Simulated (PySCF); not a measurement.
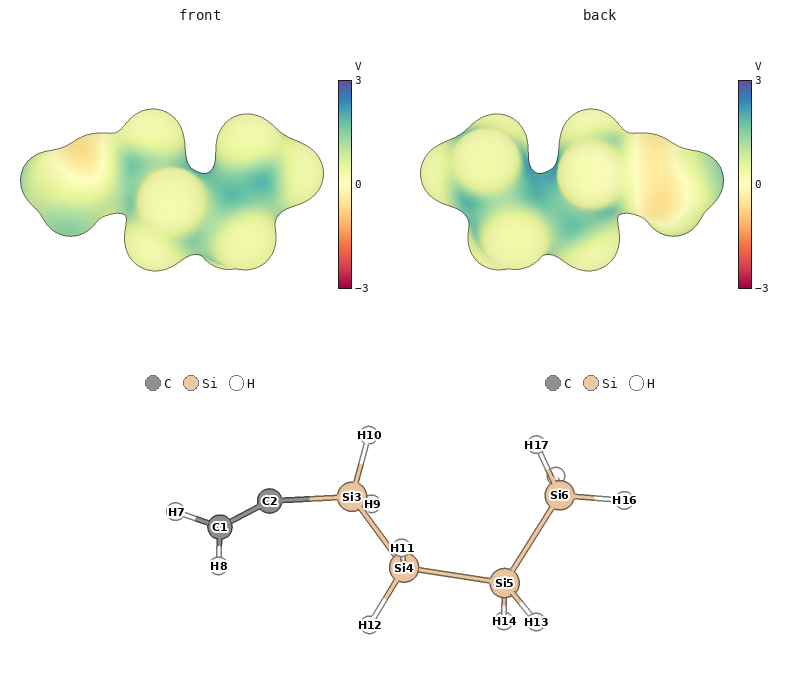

Figure 1: C₂H₁₁Si₄ (doublet). The molecular electrostatic potential painted on the density surface at 0.004 e/bohr³, seen from the front and from behind; the colour scale runs from red (negative) to blue (positive). The bare structure is drawn below in the same view.

Geometry: GFN2-xTB.

Method: UKS B3LYP, pcH-1 on C H Si, non-relativistic, mean-field spin-orbit, GIAO in PySCF.

The calculation's input:

```
{"job": {"kind": "epr", "basis": "pcH-1"}, "charge": 0, "multiplicity": 2}
C      4.164657    -0.252005     0.624917
C      3.125452     0.515907     0.741395
Si     1.329488     0.763175     0.592788
Si     0.075184    -1.040773    -0.217053
Si    -2.180468    -0.951909     0.356511
Si    -3.198839     1.095535     0.004313
H      5.161756     0.090225     0.879037
H      4.132523    -1.281388     0.269441
H      0.840871     1.121026     1.933931
H      1.122201     1.922875    -0.286257
H      0.222453    -1.107091    -1.681556
H      0.700559    -2.299070     0.223501
H     -2.927725    -2.020884    -0.327648
H     -2.293053    -1.328061     1.776846
H     -3.122462     1.950588     1.190626
H     -4.615335     1.005692    -0.356725
H     -2.544260     1.828188    -1.084514
```

Launched as:

```sh
OMP_NUM_THREADS=1 python probes_run.py task.json out
```

> Describe the electrostatic potential map.

The most negative region (about −0.5 V, or −12 kcal/mol for a unit charge) lies over the π face of C1 and C2, the most positive (about +2.1 V, or +48 kcal/mol for a unit charge) over Si3, Si4, Si5 and Si6.
